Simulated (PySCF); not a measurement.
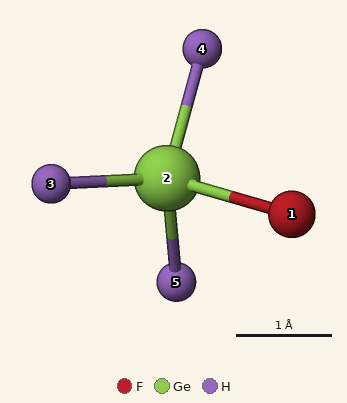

The structure as given in the input (ball-and-stick view, seen at a tilt; atoms are numbered from 1 in the order of the input). Sticks mark near contacts. Bond lengths as drawn: F–Ge 1.76 Å and Ge–H 1.49 to 1.50 Å.

**Geometry relaxation, with input and output: GeH₃F**

The run: geometry relaxation of GeH₃F (Germyl Fluoride). Method and program: PBE0-D3(BJ)/def2-SVP geometry optimisation, gas phase (PySCF 2.14.0).

The program's output
```
step   0  E = -2177.96137567  max force = 0.029564
step   1  E = -2177.96404982  max force = 0.013589
step   2  E = -2177.96438417  max force = 0.001379
step   3  E = -2177.96439212  max force = 0.000107
optimisation converged
```

Trajectory as extended XYZ (Å, eV, eV/Å), 4 frames, from step=0 to step=3
```
5
Properties=species:S:1:pos:R:3:forces:R:3 step=0 energy=-59265.34773
F     1.5938   -0.1451    0.2481   -0.2786   0.0109  -0.0021
Ge   -0.1408    0.0065   -0.0273    1.5202  -0.1667   0.0760
H    -0.7451   -0.4442    1.2610   -0.5320  -0.1955   0.6028
H    -0.2956    1.4627   -0.3313   -0.3553   0.6813  -0.1787
H    -0.3786   -0.9138   -1.1884   -0.3543  -0.3300  -0.4980
5
Properties=species:S:1:pos:R:3:forces:R:3 step=1 energy=-59265.42050
F     1.9244    0.2520    0.0659    0.3720  -0.0320   0.0338
Ge    0.2432    0.4275   -0.3013   -0.6988   0.0297   0.0127
H    -0.5311   -0.0122    0.9712    0.1419   0.0766  -0.2260
H    -0.0067    1.9195   -0.6298    0.0763  -0.1936   0.0309
H    -0.0816   -0.4909   -1.5049    0.1086   0.1193   0.1486
5
Properties=species:S:1:pos:R:3:forces:R:3 step=2 energy=-59265.42960
F     1.9274    0.2539    0.0609    0.0161   0.0015   0.0013
Ge    0.2307    0.4274   -0.2975   -0.0709   0.0015   0.0105
H    -0.5336   -0.0094    0.9618    0.0154   0.0013  -0.0040
H    -0.0048    1.9083   -0.6286    0.0153   0.0032  -0.0004
H    -0.0715   -0.4844   -1.4956    0.0241  -0.0075  -0.0075
5
Properties=species:S:1:pos:R:3:forces:R:3 step=3 energy=-59265.42981
F     1.9245    0.2564    0.0624    0.0028   0.0024   0.0045
Ge    0.2270    0.4274   -0.2974   -0.0036  -0.0008  -0.0030
H    -0.5344   -0.0104    0.9621   -0.0030  -0.0017   0.0024
H    -0.0039    1.9087   -0.6292   -0.0017   0.0022  -0.0014
H    -0.0650   -0.4863   -1.4967    0.0055  -0.0021  -0.0026
```

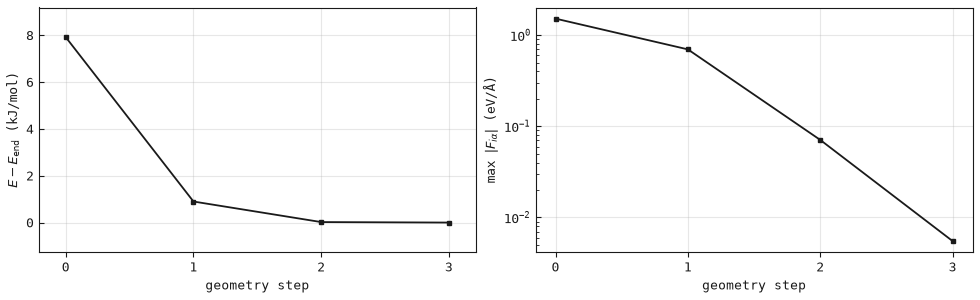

Progress of the relaxation, step by step (steps are counted from 0).

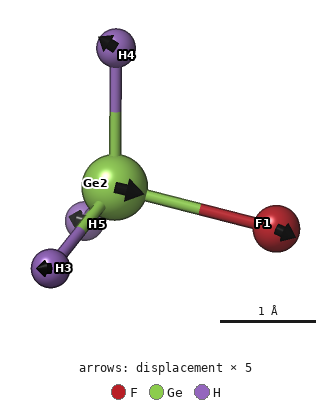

The starting structure with the displacements as black arrows, magnified 5 times (ball-and-stick view, seen at a tilt). The two geometries are laid on each other by the best rigid fit. Ge2 moves most after the best rigid fit: 0.065 Å. Largest moves by element: Ge 0.065 Å, F 0.046 Å, H 0.045 Å. Among the contacts that change: Ge2–H3 1.493 → 1.535 Å, Ge2–H4 1.496 → 1.535 Å, F1–Ge2 1.763 → 1.744 Å. Among the angles that change: F1–Ge2–H4 102.6° → 106.6°, H3–Ge2–H4 115.3° → 112.2°, F1–Ge2–H3 103.7° → 106.6°. After 3 geometry steps the energy has fallen by 7.92 kJ/mol. The largest force component goes from 1.5 to 0.0055 eV/Å. (Atoms are counted from 1 in the order of the input.)

This output came from the following input.

Input
```
{"job": {"xc": "PBE0", "basis": "def2-SVP", "d3": "d3bj", "grid": 1, "maxiter": 30, "shake": 0.01, "kind": "geom"}, "charge": 0, "multiplicity": 1}
F      1.593750    -0.145090     0.248070
Ge    -0.140830     0.006520    -0.027330
H     -0.745140    -0.444230     1.261000
H     -0.295570     1.462660    -0.331260
H     -0.378640    -0.913840    -1.188370
```

The first line tells a small driver script what to run in PySCF; the rest is the geometry in Å.

Run as:
```bash
OMP_NUM_THREADS=1 python <driver script> task.json out
```

Summary

```tsv
quantity	value
outcome	converged
total energy	−2177.964392 hartree
dipole moment	2.11 D
point group	C3v
hardware	1 CPU thread, shared host
wall time	4.1 s
peak memory	0.28 GiB
```
